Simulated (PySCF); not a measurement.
# One shape, several levels: C2H5F (SMILES CCF)

Aim: a comparison of 3 runs (HF/STO-3G, HF/3-21G, B2PLYP/aug-cc-pVDZ) of C2H5F. The job is set up through a Python script.

The calculation is run with PySCF 2.14.0.

1 further run of the same task is left out (set aside as unsound or not needed).

### 1 The structure to begin with

C2H5F has 8 atoms, charge 0, and is taken as a singlet. As SMILES, `CCF`. The C1–H5 distance was set to 1.637 Å, away from the relaxed value. At this shape a bond of the SMILES string is far longer than usual.

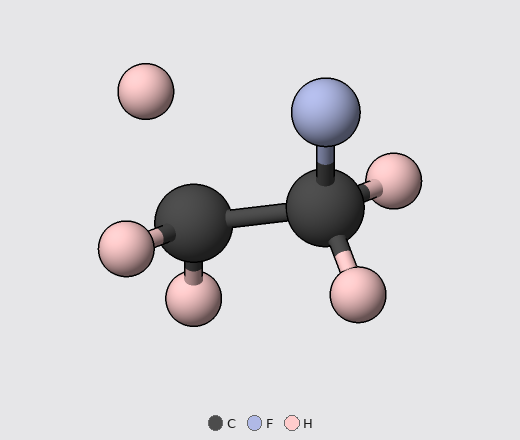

Viewed from a chosen angle; carbon dark grey, fluorine light blue, hydrogen pink.

### 2 A single-point energy at HF/STO-3G (run 1)

calc.py reads:

```python
from pyscf import gto

mol = gto.M(
    atom=[
    ('C', (-0.656833, 0.351117, 0.183265)),
    ('C', (0.153267, -0.814883, 0.678365)),
    ('F', (1.438167, -0.402183, 0.994365)),
    ('H', (-1.669033, 0.021617, -0.064735)),
    ('H', (0.018600, 0.998500, -1.160400)),
    ('H', (-0.725433, 1.127217, 0.947665)),
    ('H', (0.238867, -1.597283, -0.081935)),
    ('H', (-0.281433, -1.251783, 1.582665)),
],
    charge=0,
    spin=0,
    basis='sto-3g',
    verbose=3,
    max_memory=1860,
)

mf = mol.RHF()
mf.conv_tol = 1e-10
mf.kernel()
if not mf.converged:
    mf = mf.newton().run(mf.mo_coeff, mf.mo_occ)

e_tot = mf.e_tot
print('Final energy', e_tot)
```

The run is started by

```bash
OMP_NUM_THREADS=1 python calc.py
```

Standard output:

```text
converged SCF energy = -175.626868606749
Final energy -175.6268686067494
```

Run time: 0.97 s. Hardware: 1 thread of Intel Xeon at 2.70GHz, shared host; peak memory 0.12 GiB.

### 3 The energy at HF/3-21G (run 2)

job.py reads:

```python
from pyscf import gto

mol = gto.M(
    atom=[
    ('C', (-0.656833, 0.351117, 0.183265)),
    ('C', (0.153267, -0.814883, 0.678365)),
    ('F', (1.438167, -0.402183, 0.994365)),
    ('H', (-1.669033, 0.021617, -0.064735)),
    ('H', (0.018600, 0.998500, -1.160400)),
    ('H', (-0.725433, 1.127217, 0.947665)),
    ('H', (0.238867, -1.597283, -0.081935)),
    ('H', (-0.281433, -1.251783, 1.582665)),
],
    charge=0,
    basis='3-21g',
    verbose=4,
    max_memory=1860,
)

mf = mol.RHF()
mf.conv_tol = 1e-10
mf.kernel()
if not mf.converged:
    mf = mf.newton().run(mf.mo_coeff, mf.mo_occ)

e_final = mf.e_tot
print('E(%s) = %.9f' % ('HF', e_final))
```

The run is started by

```bash
OMP_NUM_THREADS=1 python job.py
```

Standard output:

```text
PySCF version 2.14.0

[... 62 lines left out ...]
converged SCF energy = -177.022382463548
E(HF) = -177.022382464
```

Run time: 0.92 s. Hardware: 1 thread of Intel Xeon at 2.70GHz, shared host; peak memory 0.12 GiB.

### 4 A single-point energy at B2PLYP/aug-cc-pVDZ (run 3)

calc.py: that of step 2 with these lines changed.

```diff
@@ -1,2 +1,2 @@
-from pyscf import gto
+from pyscf import gto, dft, mp
 
@@ -13,11 +13,12 @@
 ],
+    verbose=3,
+    max_memory=1860,
     charge=0,
     spin=0,
-    basis='sto-3g',
-    verbose=3,
-    max_memory=1860,
+    basis='aug-cc-pvdz',
 )
 
-mf = mol.RHF()
+mf = dft.RKS(mol, xc='0.53*HF + 0.47*B88, 0.73*LYP')
 mf.conv_tol = 1e-10
+mf.grids.level = 5
 mf.kernel()
@@ -26,3 +27,5 @@
 
-e_tot = mf.e_tot
-print('Final energy', e_tot)
+pt = mp.MP2(mf, frozen=3).run()
+etot = mf.e_tot + 0.27 * pt.e_corr
+print('PT2 part  %.8f' % (0.27 * pt.e_corr))
+print('Final energy', etot)
```

The run is started by

```bash
OMP_NUM_THREADS=1 python calc.py
```

Standard output:

```text
converged SCF energy = -178.676325708231
E(RMP2) = -179.301405608995  E_corr = -0.625079900763896
E(SCS-RMP2) = -179.296928817033  E_corr = -0.620603108802509
PT2 part  -0.16877157
Final energy -178.8450972814371
```

It took 21 s on 1 thread of Intel Xeon at 2.70GHz, shared host; peak memory 0.6 GiB.

### 5 All runs side by side

| run | level | frozen core orbitals | integration grid | energy (Eh) | dipole moment (D) | HOMO energy (eV) | LUMO energy (eV) | wall time |
| --- | --- | --- | --- | --- | --- | --- | --- | --- |
| 1 | HF/STO-3G | – | – | -175.626869 | 1.30 | -9.86 | 8.68 | 0.97 s |
| 2 | HF/3-21G | – | – | -177.022382 | 2.40 | -11.54 | 4.39 | 0.92 s |
| 3 | B2PLYP/aug-cc-pVDZ | 3 | 5 | -178.845097 | 2.20 | -9.88 | 0.11 | 21 s |

### 6 Outcome

| quantity | value |
| --- | --- |
| run 3: total energy | -178.84510 Eh |
| run 3: dipole moment (SCF part) | 2.20 D |
| run 3: HOMO energy (SCF part's orbitals) | -9.88 eV |
| run 3: LUMO energy (SCF part's orbitals) | 0.11 eV |
| run 3: HOMO–LUMO gap (SCF part's orbitals) | 9.99 eV |

In words: The dipole moment (its size) runs from 1.30 D (HF/STO-3G) to 2.40 D (HF/3-21G). The HOMO–LUMO gap runs from 9.99 eV (B2PLYP/aug-cc-pVDZ) to 18.54 eV (HF/STO-3G). The two ends differ in method and basis. A double hybrid's value is that of its SCF part. In run 1 the basis is minimal, so the values are rough. All runs together took 23 s, the longest 21 s.
